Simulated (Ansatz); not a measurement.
**BF2HO: a short trajectory**

What does BF2HO do in its first 25 fs with a Langevin thermostat, with the temperature set to 1000 K?

Method: r2SCAN/6-31G* with D3(BJ) dispersion; program: Ansatz 0.2.0, Gaussian basis.

### 1 Structure used throughout

The geometry comes from an earlier relaxation with PBE0-D4 in a triple-zeta def2 set; it is a stationary point.

SMILES `OB(F)F`, 5 atoms, charge 0, spin multiplicity 1.

Atoms are counted from 1 here; the program's logs count them from 0.

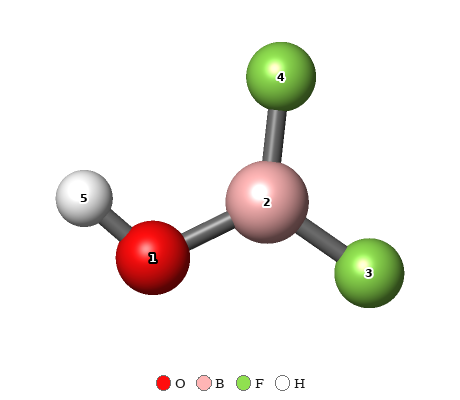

The geometry (oxygen red, boron pink, fluorine green, hydrogen white); atoms are numbered from 1 in the order of the file.

### 2 The run

Input file in.yaml:

```yaml
crystal:
  periodic: [false, false, false]
  atoms:
    - {symbol: O, position_ang: [0.021311, 0.983397, 0.184337]}
    - {symbol: B, position_ang: [0.113362, -0.357739, 0.129320]}
    - {symbol: F, position_ang: [0.692262, -1.008650, 1.117116]}
    - {symbol: F, position_ang: [-0.361644, -1.058864, -0.892926]}
    - {symbol: H, position_ang: [-0.415391, 1.368256, -0.579148]}
basis:
  gaussian: {orbitals: "6-31G*"}
hamiltonian: {xc: {name: r2SCAN}, dispersion: d3bj}
md: {timestep: 0.5 fs, n_steps: 50, ensemble: nvt_langevin, temperature: 1000, initial_velocities: maxwell_boltzmann, friction: 0.01, seed: 402}
```

Launch:

```bash
$ ansatz run in.yaml --threads 4 --pin off --events-out ev --progress --plain --max-ram 10444MiB
```

What it wrote, shortened:

```text
Warning: the engine holds no damping parameters fitted to this dispersion correction and functional, so the run takes those fitted to r2scan beside the three-body term, which d3bj leaves out (hamiltonian.dispersion, under Limitations)
Functional definition: r2SCAN
  name "r2SCAN"
  cite "Furness, Kaplan, Ning, Perdew & Sun, J. Phys. Chem. Lett. 11, 8208 (2020) doi:10.1021/acs.jpclett.0c02405"
  cite "Furness, Kaplan, Ning, Perdew & Sun, J. Phys. Chem. Lett. 11, 9248 (2020) doi:10.1021/acs.jpclett.0c03077"
  parent r2scan
[...]
576 factors; their error is unknown
[...]
mean field -8174.04826966 eV, -300.3907333409 hartree, gradient 1.8e-5 eV, S^2 0.000000; 0 other end points of the search recorded, 0 dependent functions left out
[...]
reference -8174.04827395 eV, -300.3907334987 hartree; 16, 16 occupied and 46, 46 virtual orbitals, 576 factors
md step     0: t =     0.00 fs  T =   800.0 K  F+E_penalty+E_count = -8174.05994924 eV  E_kin = 0.517040 eV  (24 SCF iters)
[...]
md step    12: t =     6.00 fs  T =   605.0 K  F+E_penalty+E_count = -8173.75870152 eV  E_kin = 0.390991 eV  (27 SCF iters)
[...]
md step    24: t =    12.00 fs  T =   654.6 K  F+E_penalty+E_count = -8173.78639229 eV  E_kin = 0.423092 eV  (27 SCF iters)
[...]
md step    36: t =    18.00 fs  T =   363.5 K  F+E_penalty+E_count = -8173.56021235 eV  E_kin = 0.234930 eV  (28 SCF iters)
[...]
md step    48: t =    24.00 fs  T =   509.1 K  F+E_penalty+E_count = -8173.47282264 eV  E_kin = 0.329062 eV  (28 SCF iters)
[...]
md step    49: t =    24.50 fs  T =   554.1 K  F+E_penalty+E_count = -8173.50235222 eV  E_kin = 0.358099 eV  (28 SCF iters)
[...]
md step    50: t =    25.00 fs  T =   736.6 K  F+E_penalty+E_count = -8173.57171709 eV  E_kin = 0.476095 eV  (26 SCF iters)
Total energy: -8173.57172142 eV, -300.3732205162 hartree
Atom 0 at     0.085057     0.895183     0.250772 Å, force    -3.396028     2.266250    -1.670233 eV/Å
Atom 1 at     0.081546    -0.438478     0.139330 Å, force     0.971085    -0.676128     0.210452 eV/Å
Atom 2 at     0.847768    -1.046920     1.103517 Å, force    -1.319236    -0.154109    -1.824737 eV/Å
Atom 3 at    -0.551012    -1.018293    -0.924991 Å, force     0.749373    -0.161833     1.612741 eV/Å
Atom 4 at    -0.737493     1.296799    -0.309914 Å, force     2.994805    -1.274180     1.671776 eV/Å
Dipole moment:    -0.332163     0.217893    -0.200192 e Å
```

Run time: 29 s. Hardware: 4 threads of Intel Xeon Platinum 8259CL at 2.50GHz, shared host.

### 3 Frames and traces

Every 4 steps, with energies from the start:

| time (fs) | T (K) | potential (meV) | O1–H5 (Å) |
| --- | --- | --- | --- |
| 0.0 | 800 | 0.0 | 0.960 |
| 2.0 | 671 | 120.4 | 0.909 |
| 4.0 | 828 | 95.2 | 0.983 |
| 6.0 | 605 | 301.2 | 1.049 |
| 8.0 | 718 | 232.6 | 1.002 |
| 10.0 | 533 | 384.1 | 0.896 |
| 12.0 | 655 | 273.6 | 0.951 |
| 14.0 | 435 | 465.5 | 1.054 |
| 16.0 | 394 | 476.5 | 1.036 |
| 18.0 | 364 | 499.7 | 0.922 |
| 20.0 | 330 | 524.4 | 0.908 |
| 22.0 | 726 | 416.8 | 1.026 |
| 24.0 | 509 | 587.1 | 1.095 |

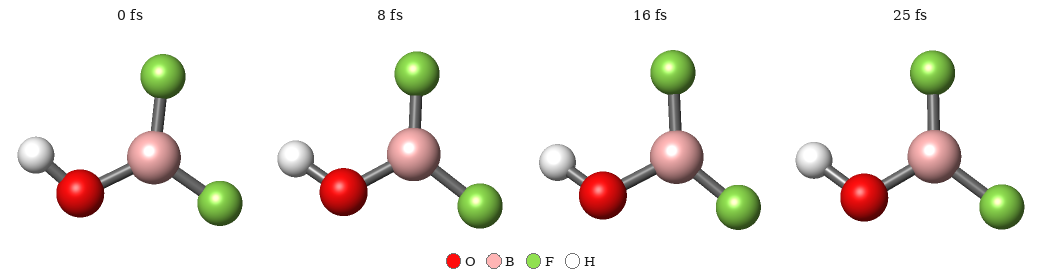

Four frames; sticks are those of the first frame.

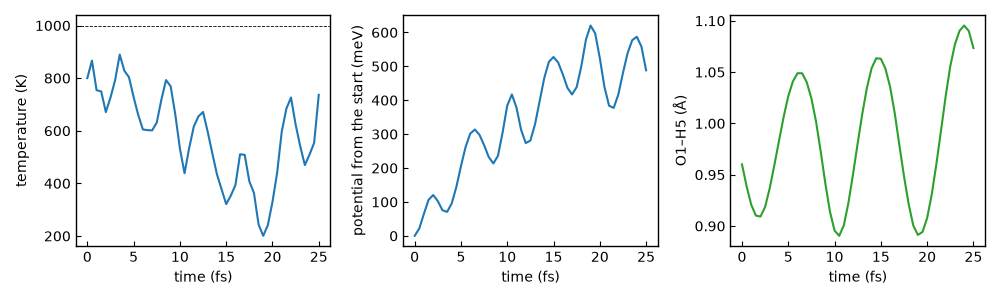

Temperature (the set value dashed), potential energy and the bond that swings most.

Positions (Å) and forces (eV/Å) at 25.0 fs:

```xyz
5

O     0.085    0.895    0.251   -3.396    2.266   -1.670
B     0.082   -0.438    0.139    0.971   -0.676    0.210
F     0.848   -1.047    1.104   -1.319   -0.154   -1.825
F    -0.551   -1.018   -0.925    0.749   -0.162    1.613
H    -0.737    1.297   -0.310    2.995   -1.274    1.672
```

### 4 What came out

| quantity | value |
| --- | --- |
| length | 50 steps of 0.5 fs |
| temperature, first and last frame | 800, 737 K |
| temperature, second half | mean 475 K, from 201 to 737 K |
| swing of the potential | 620 meV |
| range of O1–H5 | 0.890 to 1.095 Å |

In words: The temperature starts at 800 K and ranges from 201 to 890 K; in so small a system it swings widely. The first value differs from the one set because the log counts other degrees of freedom than the draw of velocities did. O1–H5 swings most, by 0.20 Å; no bond breaks. A run of 25 fs gives no averages.
